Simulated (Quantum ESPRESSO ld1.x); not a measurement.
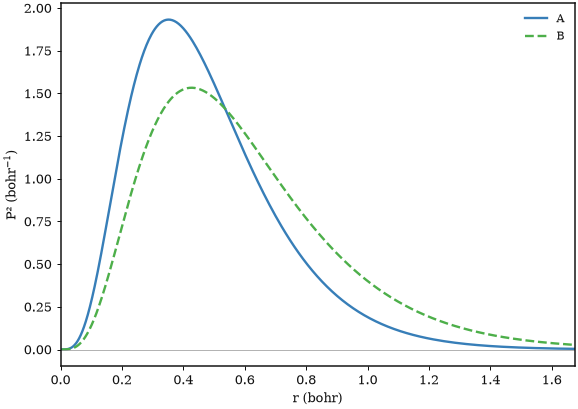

Two nuclei with the same 10 electrons, [Ne], were computed: Al³⁺; P⁵⁺. Method: non-relativistic Kohn-Sham, LDA (Slater exchange, VWN5 correlation), spin-polarised, spherical densities, point nucleus; computed with Quantum ESPRESSO ld1.x 7.5.

The plot shows P² of the 2p down orbital in both runs.

Q: Assign A and B.

Answer: A is P⁵⁺ (⟨r⟩ = 0.479 bohr, eigenvalue −199.8 eV); B is Al³⁺ (⟨r⟩ = 0.598 bohr, eigenvalue −104.2 eV). The larger nuclear charge pulls the orbital in.
